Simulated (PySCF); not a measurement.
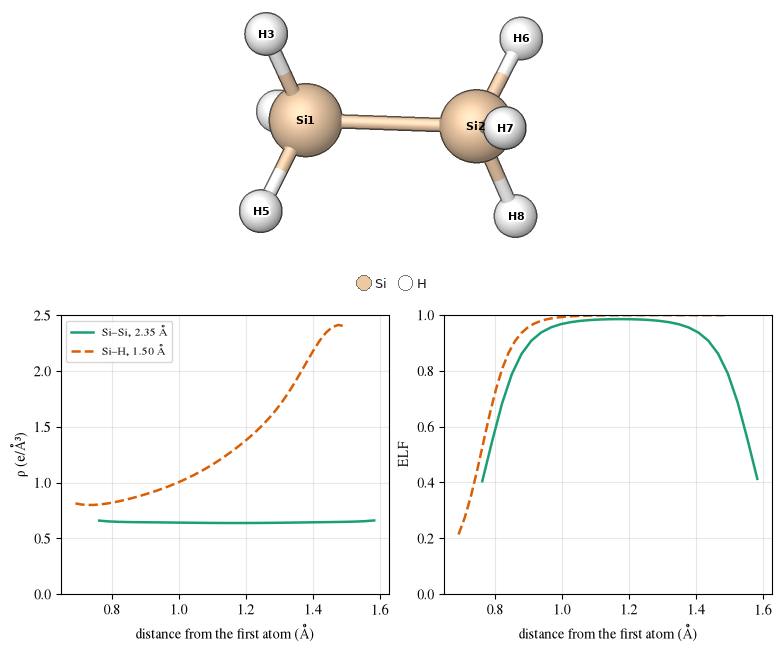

H6Si2 (SMILES [SiH3][SiH3]). Electron density and electron localisation function along straight lines between neighbouring atoms. The curves leave out the atomic cores. The structure is drawn too.

Geometry: PBE0-D3(BJ)/def2-SVP.

Level of theory: PBE0/pcSseg-2, SCF density, gas phase, non-relativistic in PySCF 2.14.0.

```json
{"atom": "Si", "x (Å)": "-0.8277", "y (Å)": "-0.7537", "z (Å)": "-0.2683"}
{"atom": "Si", "x (Å)": "0.8672", "y (Å)": "0.7729", "z (Å)": "0.2781"}
{"atom": "H", "x (Å)": "-2.1113", "y (Å)": "-0.0285", "z (Å)": "-0.5203"}
{"atom": "H", "x (Å)": "-0.4549", "y (Å)": "-1.5147", "z (Å)": "-1.5006"}
{"atom": "H", "x (Å)": "-1.0332", "y (Å)": "-1.7238", "z (Å)": "0.8512"}
{"atom": "H", "x (Å)": "1.1341", "y (Å)": "1.6776", "z (Å)": "-0.8823"}
{"atom": "H", "x (Å)": "0.4561", "y (Å)": "1.6041", "z (Å)": "1.4512"}
{"atom": "H", "x (Å)": "2.1277", "y (Å)": "0.0456", "z (Å)": "0.6214"}
```

**Compare the contacts.**

Si–Si (2.35 Å): the density is about 0.64 e/Å³ at the midpoint; the ELF peaks at about 1 between the atoms, as expected for a shared electron pair.
Si–H (1.50 Å): ρ is about 0.8 e/Å³ halfway; the ELF climbs to about 1 towards the hydrogen, as it does in any bond to H.
